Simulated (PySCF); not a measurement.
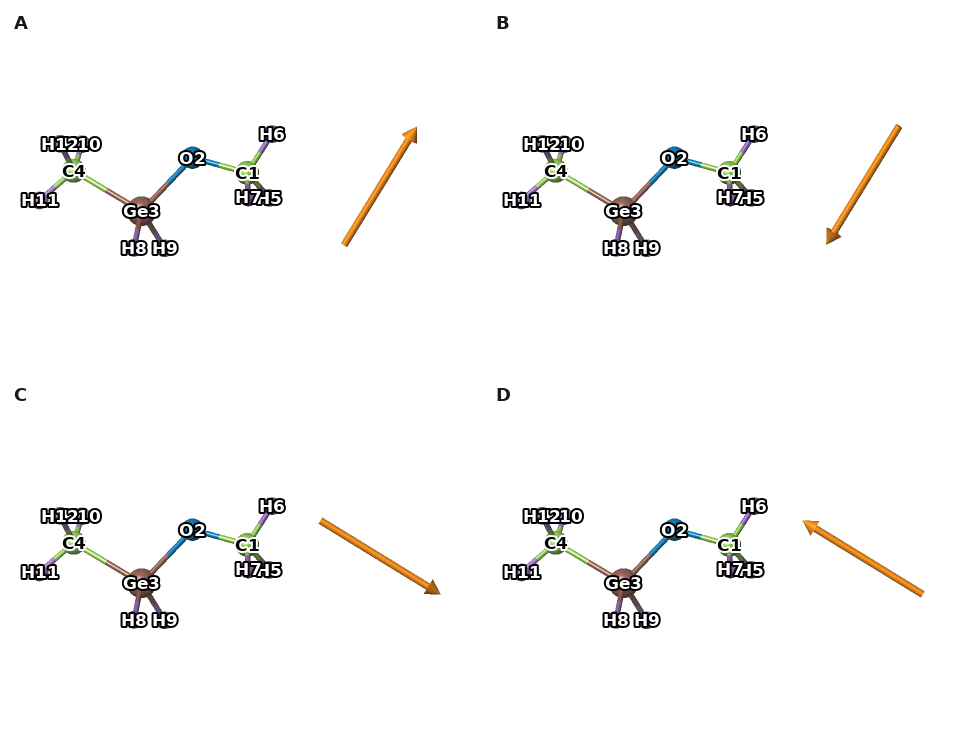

The same molecule four times, each with an arrow. The computed structure is the end point of a PBE0-D3(BJ)/def2-SVP optimisation. No frequency run is at hand to confirm it as a minimum. Properties computed with ωB97X-D/pcSseg-2, gas phase (PySCF 2.14.0).

Question: Which arrow points along the dipole moment, from the negative to the positive end?

Answer: B. The dipole moment is 0.92 D; it points from the side of H6 to the side of H11 (the outermost atoms at the two ends).
